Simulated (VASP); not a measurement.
Band structure of GaAs (zinc blende). Method: LDA (Ceperley-Alder, Perdew-Zunger), VASP's LDA PAW potentials (set 64) (plane waves; VASP).

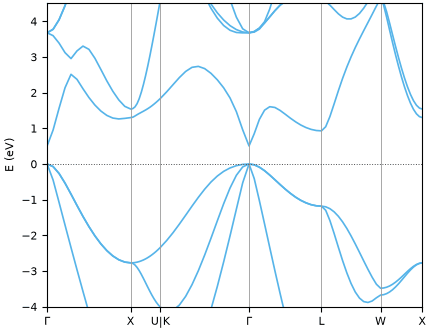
Figure. Bands along high-symmetry lines, zero at the valence-band maximum or, without a gap, the Fermi level

Task: Read the plot: is there a gap, and where are the band edges?

Result: The gap is direct, 0.51 eV, from the valence maximum at Γ to the conduction minimum at Γ. (Edges off the drawn lines would not show.)

Measured: gap 1.57 eV (computed value off by -1.06 eV), as given by Wei Chen et al., Physical Review Materials (2018), doi:10.1103/physrevmaterials.2.073803 [zero-point renormalisation of 0.05 eV added back (the table's ZPR column)].

The compound is GaAs in the zinc blende structure. It was relaxed first.
